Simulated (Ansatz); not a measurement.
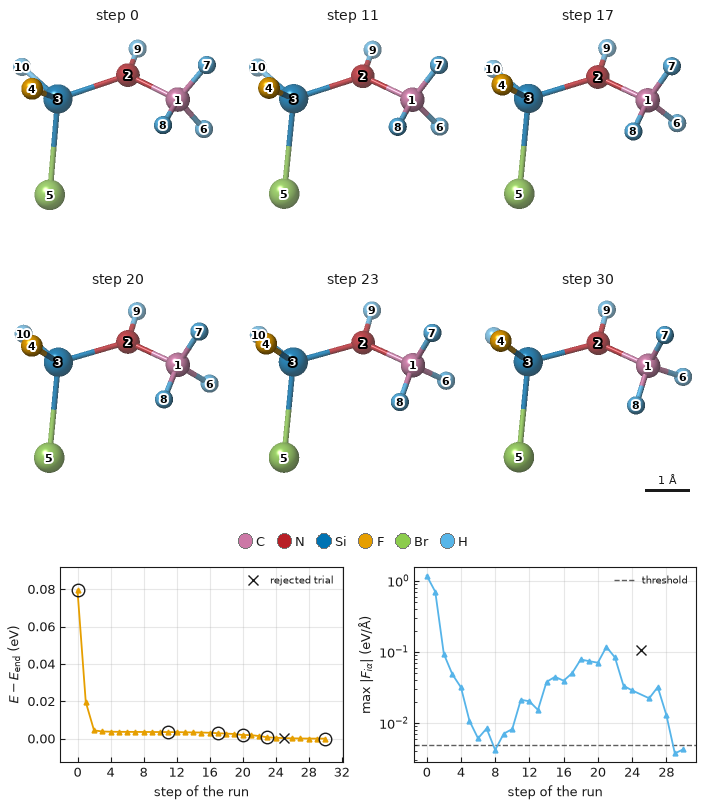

Frames of a relaxation of CH₅BrFNSi, marked on the history of the run. The picture is a ball-and-stick view, seen at a tilt.

The start comes from PBE-D4/def2-SVP.

These are results of Ansatz 0.2.0, RKS PBE0-D4/def2-TZVP, not measurements.

Input file:
```yaml
crystal:
  periodic: [false, false, false]
  atoms:
    - {symbol: C, position_ang: [-1.192531, 0.138592, -0.761560]}
    - {symbol: N, position_ang: [-0.132497, -0.655362, -0.158419]}
    - {symbol: Si, position_ang: [1.116267, -0.073500, 0.856067]}
    - {symbol: F, position_ang: [0.509880, 0.476564, 2.271606]}
    - {symbol: Br, position_ang: [2.163621, 1.716798, 0.004120]}
    - {symbol: H, position_ang: [-0.991817, 0.401132, -1.825285]}
    - {symbol: H, position_ang: [-2.170181, -0.387496, -0.714894]}
    - {symbol: H, position_ang: [-1.311137, 1.090392, -0.206682]}
    - {symbol: H, position_ang: [0.006396, -1.579971, -0.572852]}
    - {symbol: H, position_ang: [2.085000, -1.178349, 1.110798]}
basis:
  gaussian: {orbitals: def2-TZVP}
hamiltonian: {xc: pbe0, dispersion: d4}
relax: {f_tol: 0.005, max_steps: 150}
```

Command:
```bash
ansatz run in.yaml --threads 4 --pin off --events-out ev --progress --plain --max-ram 10444MiB
```

What happens along the run?

The energy falls by 0.079 eV in 29 accepted moves (30 points after the start). The largest force component goes from 1.2 to 0.0043 eV/Å. The line search rejected the trial step at point 25 of the run. The forces were under the threshold at step 8, but the run went on from there. The atom that moves furthest after the best rigid fit is H8 (0.55 Å). By element the largest moves are H 0.55 Å, Br 0.37 Å, F 0.29 Å, N 0.12 Å, C 0.07 Å, Si 0.03 Å. Among the contacts that change: Si3–F4 1.635 → 1.594 Å, Si3–Br5 2.242 → 2.213 Å, N2–Si3 1.711 → 1.682 Å, C1–H6 1.114 → 1.093 Å. Bond angles that change, for instance: N2–Si3–F4 110.9° → 114.1°, N2–Si3–Br5 112.8° → 110.4°, F4–Si3–H10 110.0° → 107.9°. Groups turn about C1–N2 by about 20°. From step 0 to 11: H7 moves most (0.08 Å), energy −0.076 eV. From step 11 to 17: H8 moves most (0.14 Å), energy −0.001 eV. From step 17 to 20: H8 moves most (0.13 Å), energy −0.001 eV. From step 20 to 23: H8 moves most (0.10 Å), energy −0.001 eV. From step 23 to 30: H8 moves most (0.13 Å), energy −0.001 eV.

```tsv
step	E − E(0), eV	largest force component, eV/Å	note
0	0.0000	1.1841	
1	-0.0597	0.7025	
2	-0.0749	0.0938	
3	-0.0755	0.0484	
4	-0.0756	0.0318	
5	-0.0757	0.0107	
6	-0.0757	0.0061	
7	-0.0757	0.0084	
8	-0.0757	0.0042	
9	-0.0758	0.0071	
10	-0.0758	0.0083	
11	-0.0758	0.0213	
12	-0.0758	0.0203	
13	-0.0759	0.0153	
14	-0.0760	0.0379	
15	-0.0760	0.0448	
16	-0.0762	0.0394	
17	-0.0764	0.0505	
18	-0.0766	0.0784	
19	-0.0768	0.0742	
21	-0.0774	0.1181	
22	-0.0779	0.0837	
23	-0.0786	0.0335	
24	-0.0789	0.0288	
25	-0.0787	0.1050	rejected
26	-0.0791	0.0223	
27	-0.0792	0.0321	
28	-0.0793	0.0131	
29	-0.0793	0.0037	
30	-0.0793	0.0043
```
